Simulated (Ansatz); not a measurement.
The calculation's input:

```
crystal:
  periodic: [false, false, false]
  atoms:
    - { symbol: Mo, position_ang: [0.265754, 0.338871, -0.442199] }
    - { symbol: Cl, position_ang: [0.077341, -0.126193, 3.034805] }
    - { symbol: Cl, position_ang: [2.66256, 0.73102, -0.24048] }
    - { symbol: F, position_ang: [-0.096402, 1.810279, 0.516441] }
    - { symbol: F, position_ang: [-1.584168, -0.121465, -0.469616] }
    - { symbol: Cl, position_ang: [-0.513849, -3.248416, 0.547528] }
    - { symbol: F, position_ang: [0.373583, -0.010125, -2.193137] }
    - { symbol: Br, position_ang: [1.163841, -1.902048, 0.301242] }
    - { symbol: H, position_ang: [1.050939, -1.009923, 2.911817] }
basis:
  gaussian: { orbitals: def2-SVP }
hamiltonian:
  xc: hf
relax:
  f_tol: 0.03
  max_steps: 50
output:
  orbitals: {}
```

Command:

```sh
ansatz run input.yaml --threads 4 --pin off --max-ram 5120MiB --backend cpu --events-out ev --progress --plain --runs-dir out
```

The fields are those of the run's last geometry, not of the input's.

Core potentials replace the inner electrons of Mo.

These are results of Ansatz, RHF/def2-SVP, not measurements.

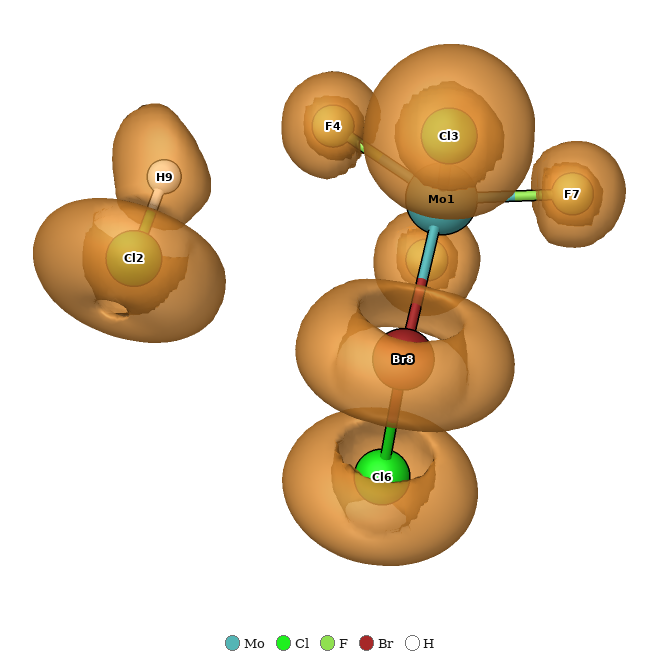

BrCl2F3Mo···HCl. Isosurface of the electron localisation function at 0.8 (orange), seen across its widest extent. Only the valence region is drawn (cores and ρ < 0.01 e/Å³ removed).

> What do the ELF domains correspond to?

The surface consists of one region around a hydrogen nucleus, one ring or bowl of non-bonding electrons around Cl, one region wrapped around Br (its valence shell), two regions wrapped around Cl (the valence shell of each) and three regions wrapped around F (the valence shell of each). Profiles from the grid: F4···H9 (2.40 Å): the ELF dips to about 0 between them (a non-bonded, intermolecular contact). Mo–F (1.79 Å): the ELF peaks at about 0.85 in the valence shell of F, 0.5 Å from its nucleus, and drops to about 0.25 between the two atoms.
